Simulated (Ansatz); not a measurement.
Input file:

```
crystal:
  periodic: [false, false, false]
  atoms:
    - {symbol: C, position_ang: [-1.417305, 0.218696, 0.342381]}
    - {symbol: F, position_ang: [-3.693892, -1.278700, 0.349060]}
    - {symbol: O, position_ang: [-0.272515, 0.688954, 0.153225]}
    - {symbol: Si, position_ang: [-2.123133, -1.374140, -0.396682]}
    - {symbol: H, position_ang: [-2.113148, 0.800581, 1.027318]}
basis:
  gaussian:
    orbitals: def2-TZVPD
total_charge: -1
magnetization:
  spin_polarized: true
  initial_magnetization: 1
hamiltonian:
  xc: pbe0
output:
  forces: true
  orbitals: {seedname: orbitals}
```

Command:

```sh
ansatz run input.yaml --threads 2 --pin off --max-ram 4350MiB --events-out events.jsonl --progress --plain --runs-dir runs
```

Geometry: B3LYP-D3(BJ)/def2-SVPD.

Theory: Ansatz, isolated molecule in a Gaussian basis; Kohn-Sham density functional theory, functional PBE0.

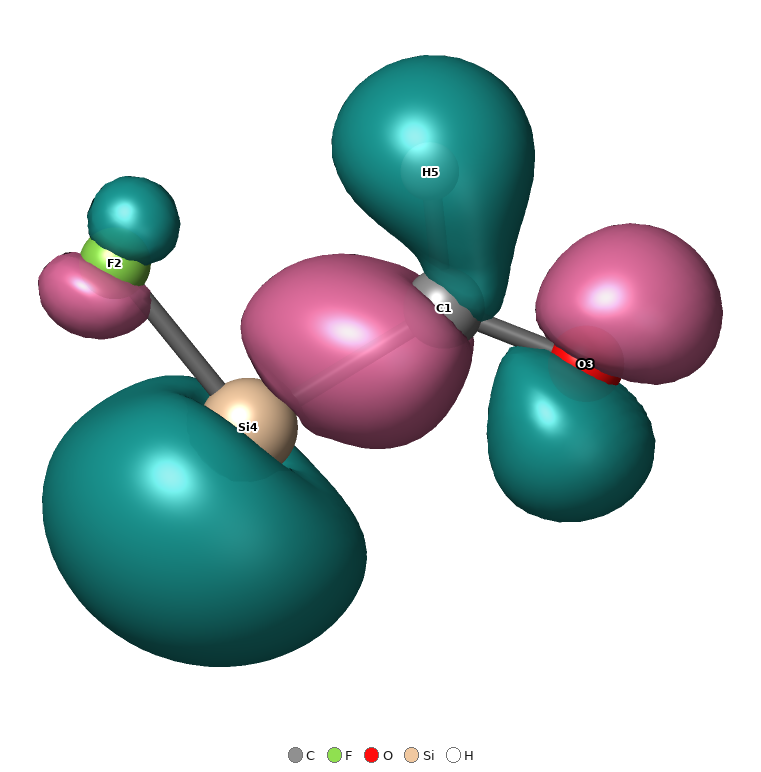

CHFOSi (charge −1, doublet). The HOMO (β) at ±0.1 Å⁻³ᐟ² (teal and pink are the two phases), seen at a tilt.

Describe this orbital and give its energy.

Its weight (Hirshfeld) is mainly on Si4 (about 45 %), O3 (about 25 %), C1 (about 20 %) and H5 (about 10 %); it is symmetric in the molecular plane (an in-plane orbital: σ, lone-pair or in-plane π type). Its energy is −0.79 eV.
